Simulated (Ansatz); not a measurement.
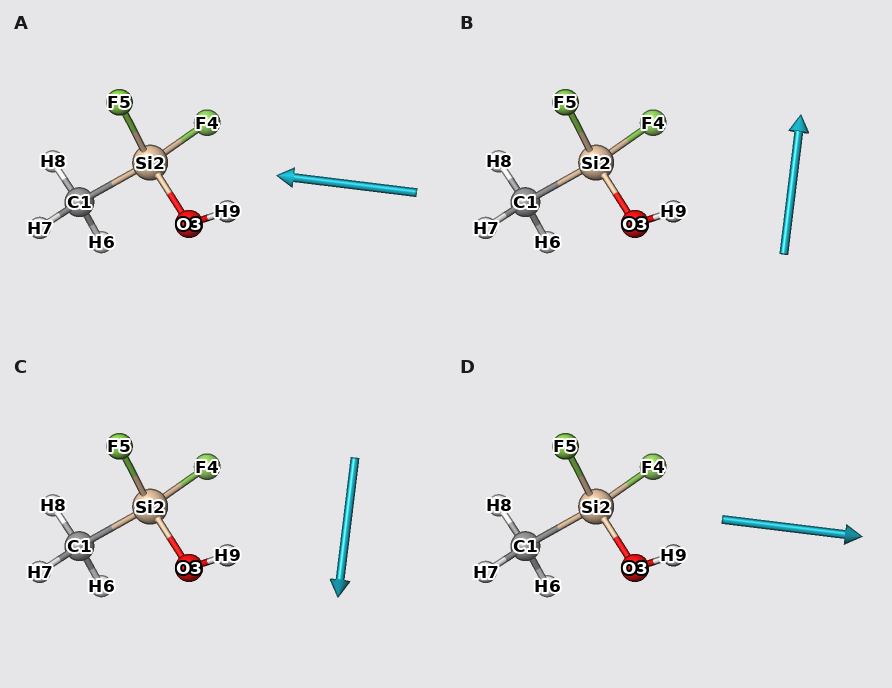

The same molecule four times, each with an arrow. The computed structure is the end point of a PBE0-D4/def2-TZVP optimisation. Properties computed with RKS B3LYP-D4/def2-TZVPP (Ansatz 0.2.0).

**Which arrow points along the dipole moment, from the negative to the positive end?**

C. The dipole moment is 1.09 D; it points from the side of F4, F5 to the side of H6, H7 (the outermost atoms at the two ends).
